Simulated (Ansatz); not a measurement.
# One shape, several levels: CH2FO (SMILES [O]CF)

We compute a comparison of 6 runs (U-r2SCAN/STO-3G, U-r2SCAN0/STO-3G, U-revPBE/STO-3G, UBLYP/STO-3G, UPBE/STO-3G, UBCCD(T)/STO-3G) of CH2FO. 

The results are computed with Ansatz 0.2.0.

56 further runs of the same task are left out: 56 set aside as unsound or not needed.

### Step 1. The structure to begin with

The species is CH2FO (5 atoms), meant as a doublet with charge 0. SMILES: `[O]CF`. The H4–C2 distance was set to 1.387 Å, away from the relaxed value.

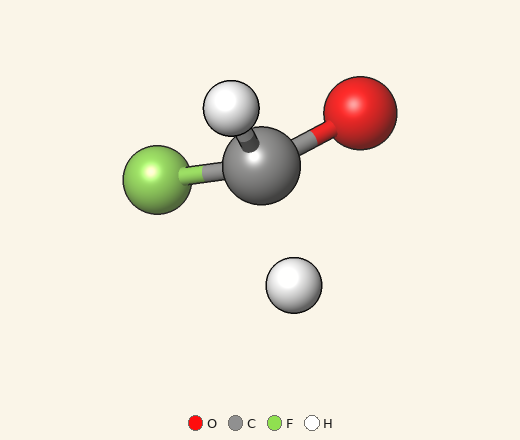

Viewed from a chosen angle; oxygen red, carbon grey, fluorine green, hydrogen white.

### Step 2. A single-point energy at U-r2SCAN/STO-3G (run 1)

molecule.yaml reads:

```yaml
crystal:
  periodic: [false, false, false]
  atoms:
    - {symbol: O, position_ang: [-1.096873, 0.430845, 0.765563]}
    - {symbol: C, position_ang: [0.016227, 0.215845, 0.122563]}
    - {symbol: F, position_ang: [1.131327, 0.053445, 0.912763]}
    - {symbol: H, position_ang: [-0.112900, -0.924800, -0.655200]}
    - {symbol: H, position_ang: [0.215327, 1.063645, -0.564737]}
basis:
  gaussian:
    orbitals: STO-3G
magnetization:
  spin_polarized: true
  initial_magnetization: 1
hamiltonian:
  xc: {name: r2SCAN}
accuracy: high
```

The run is started by

```
ansatz run molecule.yaml --threads 1 --pin off --max-ram 2610MiB --events-out events.jsonl --progress --plain --runs-dir runs
```

What it wrote:

```text
Warning: RAYON_NUM_THREADS=1 ignored (pool sized by the plan → 1); use --threads N
Functional definition: r2SCAN
  name "r2SCAN"
  parameter k0 = 0.174
  parameter k1 = 0.065
  parameter a1 = 4.9479
  exchange = r2scan_x(k0 = k0, k1 = k1, a1 = a1)
  correlation = r2scan_c
298 factors; integrals over basis functions are off by at most 3.6e-8 eV
mean field evaluation 1: about -5745.3724 eV, gradient 1.8e1 eV
mean field evaluation 2: about -5736.1213 eV, gradient 4.7e1 eV
mean field evaluation 4: about -5747.6656 eV, gradient 2.8e0 eV
mean field evaluation 8: about -5747.6501 eV, gradient 7.8e-2 eV
mean field evaluation 16: about -5747.6503 eV, gradient 2.7e-4 eV
mean field -5747.65026369 eV, -211.2222512934 hartree, gradient 1.6e-8 eV, S^2 0.759557; 2 other end points of the search recorded, 0 dependent functions left out
reference -5747.65026424 eV, -211.2222513135 hartree; 13, 12 occupied and 4, 5 virtual orbitals, 298 factors
Total energy: -5747.65026424 eV, -211.2222513135 hartree
```

Wall time 4.2 s (1 thread of Arm Neoverse V2, shared host); peak memory 0.21 GiB.

### Step 3. The energy at U-r2SCAN0/STO-3G (run 2)

job.yaml reads:

```yaml
crystal:
  periodic: [false, false, false]
  atoms:
    - {symbol: O, position_ang: [-1.096873, 0.430845, 0.765563]}
    - {symbol: C, position_ang: [0.016227, 0.215845, 0.122563]}
    - {symbol: F, position_ang: [1.131327, 0.053445, 0.912763]}
    - {symbol: H, position_ang: [-0.112900, -0.924800, -0.655200]}
    - {symbol: H, position_ang: [0.215327, 1.063645, -0.564737]}
basis:
  gaussian:
    orbitals: STO-3G
accuracy: high
hamiltonian:
  xc: {name: r2SCAN0}
magnetization:
  spin_polarized: true
  initial_magnetization: 1
```

The run is started by

```
ansatz run job.yaml --threads 1 --pin off --max-ram 2610MiB --events-out events.jsonl --progress --plain --runs-dir runs
```

What it wrote:

```text
Warning: RAYON_NUM_THREADS=1 ignored (pool sized by the plan → 1); use --threads N
Functional definition: r2SCAN0
  name "r2SCAN0"
  parameter a = 0.25
[... 3 set-up lines as earlier in the session ...]
  exchange = (1 - a)*r2scan_x(k0 = k0, k1 = k1, a1 = a1) + a*exact_x
[... 1 set-up line as earlier in the session ...]
298 factors; integrals over basis functions are off by at most 3.6e-8 eV
mean field evaluation 1: about -5744.4203 eV, gradient 1.9e1 eV
mean field evaluation 2: about -5743.4363 eV, gradient 2.7e1 eV
mean field evaluation 4: about -5747.3069 eV, gradient 1.8e0 eV
mean field evaluation 8: about -5747.3185 eV, gradient 4.6e-2 eV
mean field evaluation 16: about -5747.3187 eV, gradient 1.7e-3 eV
mean field evaluation 32: about -5747.2634 eV, gradient 8.5e-1 eV
mean field -5747.31865344 eV, -211.2100648416 hartree, gradient 7.7e-8 eV, S^2 0.761687; 2 other end points of the search recorded, 0 dependent functions left out
reference -5747.31865386 eV, -211.2100648570 hartree; 13, 12 occupied and 4, 5 virtual orbitals, 298 factors
Total energy: -5747.31865386 eV, -211.2100648570 hartree
```

Run time: 4.2 s. Hardware: 1 thread of Arm Neoverse V2, shared host; peak memory 0.21 GiB.

Runs 3 to 5 aren't shown in full; the table further down has their settings and results.

### Step 4. A single-point energy at UBCCD(T)/STO-3G (run 6)

in.yaml reads:

```yaml
crystal:
  periodic: [false, false, false]
  atoms:
    - {symbol: O, position_ang: [-1.096873, 0.430845, 0.765563]}
    - {symbol: C, position_ang: [0.016227, 0.215845, 0.122563]}
    - {symbol: F, position_ang: [1.131327, 0.053445, 0.912763]}
    - {symbol: H, position_ang: [-0.112900, -0.924800, -0.655200]}
    - {symbol: H, position_ang: [0.215327, 1.063645, -0.564737]}
basis:
  gaussian:
    orbitals: STO-3G
correlation:
  method: bccd_t
  frozen_orbitals: {C: 1, F: 1, H: 0, O: 1}
magnetization:
  spin_polarized: true
  initial_magnetization: 1
scf:
  omitted_lower_state_checks: [cluster_reference, increment]
accuracy: high
```

The run is started by

```
ansatz run in.yaml --threads 1 --pin off --max-ram 2610MiB --events-out events.jsonl --progress --plain --runs-dir runs
```

What it wrote:

```text
Warning: RAYON_NUM_THREADS=1 ignored (pool sized by the plan → 1); use --threads N
[... 12 lines left out ...]
3 core orbitals not correlated: weight in the atoms' cores, before any rotation towards them, 1.000 or more for the frozen orbitals, at most 0.000 for the correlated occupied ones
[... 39 lines left out ...]
Total energy: -5727.65318103 eV, -210.4873720600 hartree
Checks for a lower state left out: cluster_reference, increment
```

Wall time 0.34 s (1 thread of Arm Neoverse V2, shared host).

### Step 5. All runs side by side

```csv
run,level,frozen core orbitals,energy (Eh),⟨S²⟩,wall time
1,U-r2SCAN/STO-3G,–,-211.222251,0.760,4.2 s
2,U-r2SCAN0/STO-3G,–,-211.210065,0.762,4.2 s
3,U-revPBE/STO-3G,–,-211.241335,0.755,1.6 s
4,UBLYP/STO-3G,–,-211.208780,0.756,1.6 s
5,UPBE/STO-3G,–,-211.064197,0.755,1.7 s
6,UBCCD(T)/STO-3G,3,-210.487372,0.776,0.34 s
```

### Step 6. Summary of results

| quantity | value |
| --- | --- |
| run 6: total energy | -210.48737 Eh |
| run 6: correlation energy (3 core orbitals frozen) | -125.1 mEh |
| run 6: (T) correction | -3.22 mEh |
| run 6: ⟨S²⟩ of the reference determinant | 0.776 |

In words: Totals of different functionals can't be ranked against each other. In runs 1, 2, 3, 4, 5, 6 the basis is minimal, so the values are rough. All runs together took 14 s, the longest 4.2 s.
